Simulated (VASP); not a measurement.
Band structure of TiAl (L1_0). All values below come from rev-vdW-DF2, VASP's PBE PAW potentials (set 64) (plane waves; VASP).

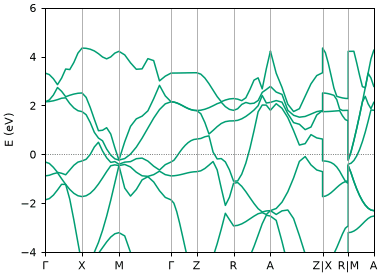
Figure. Bands along high-symmetry lines, zero at the valence-band maximum or, without a gap, the Fermi level

Read the plot: is there a gap, and where are the band edges?

It has no gap at this level: it comes out as a metal or semimetal. (Edges off the drawn lines would not show.)

The compound is TiAl in the L1_0 structure. It was relaxed first. The electron count is odd and the run is not spin-polarised, which forces a metal.
